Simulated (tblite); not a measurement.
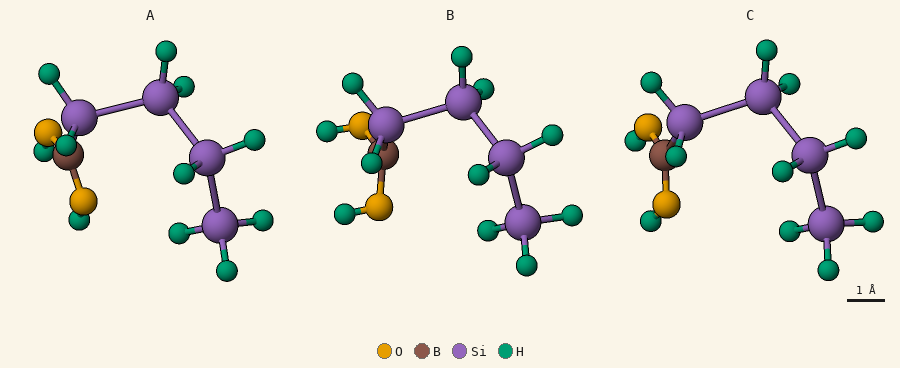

3 geometries from one relaxation of BSi4H11O2, in shuffled order. A ball-and-stick model, seen from a free direction.

Method: GFN2-xTB geometry optimisation, gas phase (tblite 0.8.0). 

Q: Put them in the order of the run, from the start to the converged end.

A: B, C, A. They are steps 0, 18, 120, at +198.1 kJ/mol, +11.1 kJ/mol relative to the last. An H atom moves most after the best rigid fit: 1.18 Å. Largest moves by element: H 1.18 Å, O 0.53 Å, B 0.48 Å, Si 0.29 Å. Some distances before and after: B–O 1.488 → 1.354 Å, B–O 1.469 → 1.357 Å, Si–Si 2.215 → 2.315 Å, Si–Si 2.227 → 2.326 Å. Bond angles that change, for instance: B–O–H 105.2° → 118.5°, B–O–H 105.1° → 118.4°, H–Si–H 111.1° → 102.2°. Over 120 geometry steps the energy falls by 198.1 kJ/mol.
